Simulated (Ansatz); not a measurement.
BH₃SeO₂ and related structures: several calculations on one system

## 1. Relaxation

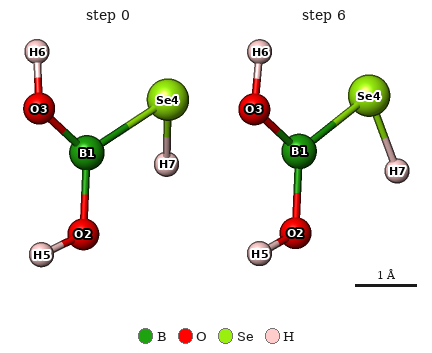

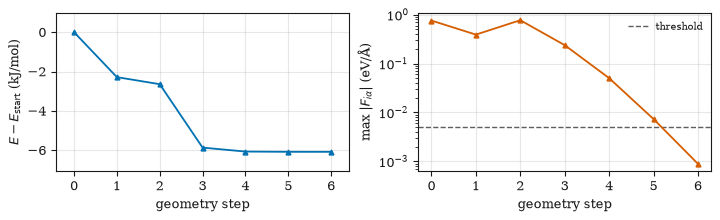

First and last geometry of a relaxation of BH3SeO2, with the history of the run. A ball-and-stick model, seen from a free direction.

It is one of the separated products of a reaction.

The calculation used Ansatz 0.2.0, RKS PBE0-D4/def2-TZVP. Settings: force threshold 0.005 eV/Å; at most 200 steps.

Did the run converge, and what did it change?

Answer. It converged. H7 moves most after the best rigid fit: 0.32 Å. Largest moves by element: H 0.32 Å, Se 0.32 Å, B 0.11 Å, O 0.11 Å. Near-neighbour distances that change, for instance: B1–Se4 1.998 → 1.969 Å, B1–O3 1.349 → 1.363 Å, O3–H6 0.966 → 0.958 Å. Among the angles between lasting bonds that change: O2–B1–O3 121.7° → 119.6°. Groups turn about B1–Se4 by about 30°. The energy falls by 6.08 kJ/mol in 6 geometry steps. The largest force component goes from 0.76 to 0.00089 eV/Å.

```json
{"step": "0", "E − E(0), kJ/mol": "0.00", "largest force component, eV/Å": "0.7590"}
{"step": "1", "E − E(0), kJ/mol": "-2.29", "largest force component, eV/Å": "0.3919"}
{"step": "2", "E − E(0), kJ/mol": "-2.64", "largest force component, eV/Å": "0.7725"}
{"step": "3", "E − E(0), kJ/mol": "-5.87", "largest force component, eV/Å": "0.2385"}
{"step": "4", "E − E(0), kJ/mol": "-6.07", "largest force component, eV/Å": "0.0505"}
{"step": "5", "E − E(0), kJ/mol": "-6.08", "largest force component, eV/Å": "0.0073"}
{"step": "6", "E − E(0), kJ/mol": "-6.08", "largest force component, eV/Å": "0.0009"}
```

## 2. Relaxation

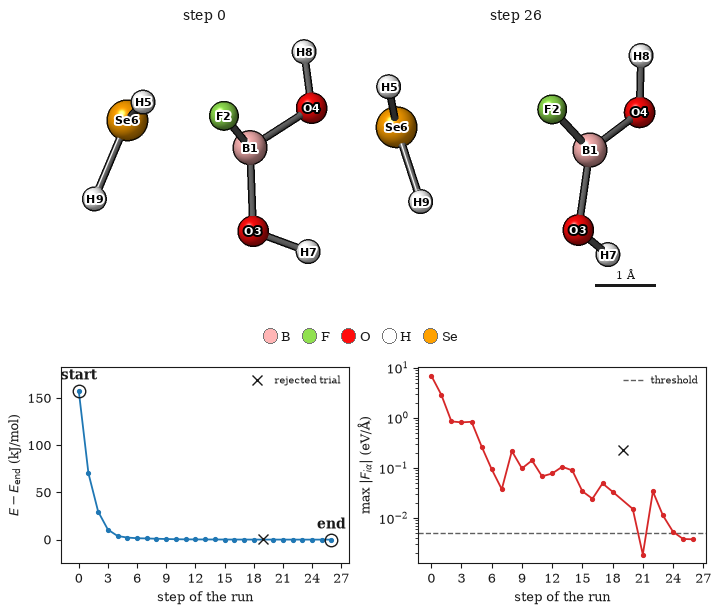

First and last geometry of a relaxation of BH$_{4}$SeO$_{2}$F (started from a transition state, displaced along its imaginary mode), with the history of the run. A ball-and-stick model, seen face on.

Computed with RKS PBE0-D4/def2-TZVP (Ansatz). Settings: force threshold 0.005 eV/Å; at most 200 steps.

> What do the curves and the structures tell?

It converged. H5 moves most after the best rigid fit: 1.16 Å. Largest moves by element: H 1.16 Å, Se 0.73 Å, B 0.52 Å, F 0.33 Å, O 0.29 Å. Some distances before and after: B1–Se6 2.405 → 3.596 Å, F2–Se6 2.737 → 3.611 Å, B1–F2 1.246 → 1.334 Å, B1–O4 1.416 → 1.358 Å. Bond angles that change, for instance: O3–B1–O4 115.7° → 121.5°, F2–B1–O4 118.3° → 120.9°, H5–Se6–H9 93.1° → 91.0°. The energy falls by 157.9 kJ/mol in 25 accepted moves (26 points after the start). Largest force component: 7 eV/Å at the start, 0.0038 eV/Å at the end. The line search rejected the trial step at point 19 of the run. The forces were under the threshold at step 21, but the run went on from there. The run took 62 s on 8 threads of Oxide Virtual Turin-like, on a shared host.

## 3. Reaction

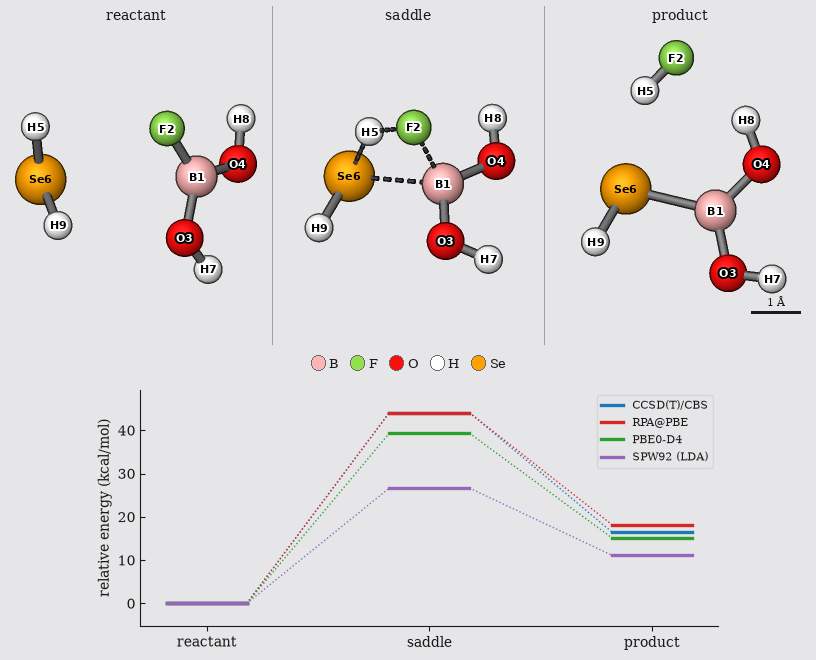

A reaction step of BH4SeO2F, with its energy diagram. A ball-and-stick model, seen at a tilt. Dashed sticks mark bonds that form or break.

Stationary points at PBE0-D4/def2-TZVP, single-point energies with CCSD(T)/CBS, RPA@PBE, PBE0-D4, SPW92 (LDA) (def2-TZVPP where no basis is named; Ansatz 0.2.0). The energies are electronic, without zero-point or thermal terms, and both ends are the minima reached downhill from the saddle, with any fragments still in contact. CCSD(T)/CBS stands for a frozen-core estimate: MP2 correlation extrapolated from def2-TZVPP and def2-QZVPP, CCSD(T) minus MP2 from the smaller set.

### Describe the step and its energetics.

Counted by bonded pieces, the reactant holds BH₂O₂F + H₂Se and the product holds BH₃SeO₂ + HF. From the reactant over the saddle to the product, bonds form: B1–Se6 (3.60 → 2.25 → 2.00 Å), F2–H5 (3.01 → 1.14 → 0.94 Å). Bonds break: B1–F2 (1.33 → 1.64 → 3.29 Å), H5–Se6 (1.47 → 1.77 → 2.31 Å). The saddle has one imaginary mode, 838i cm⁻¹. With CCSD(T)/CBS the barrier is 44.1 kcal/mol from the reactant and 27.6 kcal/mol from the product, and the product lies 16.5 kcal/mol above the reactant.

```
      level  barrier from the reactant (kcal/mol)  barrier from the product (kcal/mol)  the product less the reactant (kcal/mol)
CCSD(T)/CBS                                  44.1                                 27.6                                      16.5
    RPA@PBE                                  44.1                                 25.9                                      18.2
    PBE0-D4                                  39.3                                 24.2                                      15.1
SPW92 (LDA)                                  26.6                                 15.5                                      11.1
```

Against CCSD(T)/CBS, RPA@PBE comes closest on the barrier from the reactant (0.0 kcal/mol) and SPW92 (LDA) misses most (−17.4 kcal/mol).

Limits of the set-up: the start holds two separate molecules, 2.8 Å apart at their closest, whose relative position is a soft coordinate.
